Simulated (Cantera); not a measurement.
Charge: 1 mol C₂H₂, 0.072 mol H₂O, 9.1 mol H₂, held at 750 Torr.

Cantera equilibrium calculation (NASA polynomials, part measured and part estimated; ideal gas, pure solids and liquids). Candidate condensed phases: C, C₆H₆, C₇H₈, C₈H₁₈, H₂O; 110 gas species. Rates play no part.

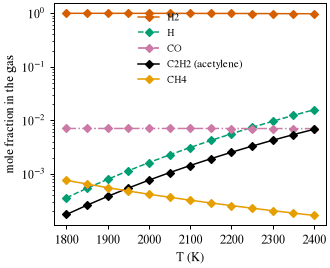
Figure: Equilibrium gas composition (values under 1e-9 drawn at 1e-9)

Problem. Read off the mole fractions at 2350 K.

Solution. H₂ about 0.98, H about 0.012, CO about 0.0070, C₂H₂ (acetylene) about 0.0054, CH₄ about 0.00019.
